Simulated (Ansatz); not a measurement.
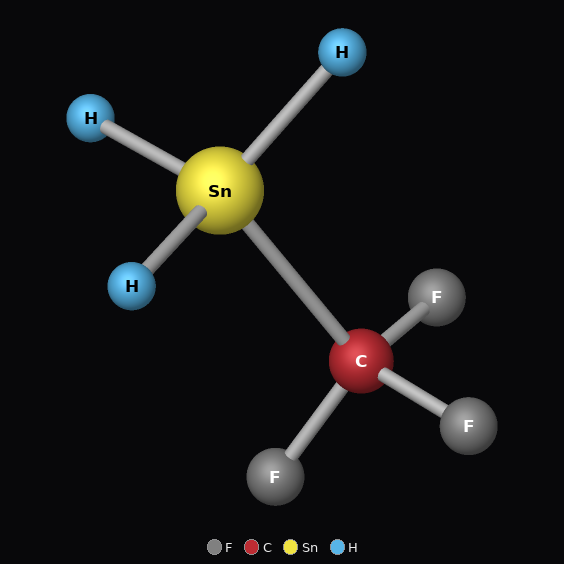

Sticks follow a distance rule. Harmonic vibrations computed with RKS PBE0-D4/def2-TZVP, core potentials on Sn (Ansatz 0.2.0) at a stationary point of the same level.

How many imaginary frequencies does it have?

Answer. A minimum: no imaginary frequency, and the lowest mode lies at 61 cm⁻¹.

How many vibrational modes are there, and where do they lie?

Answer. 18 modes: 61, 180, 180, 256, 439, 439, 532, 532, 668, 713, 713, 729, 1128, 1128, 1169, 1973, 1983, 1984 cm⁻¹.
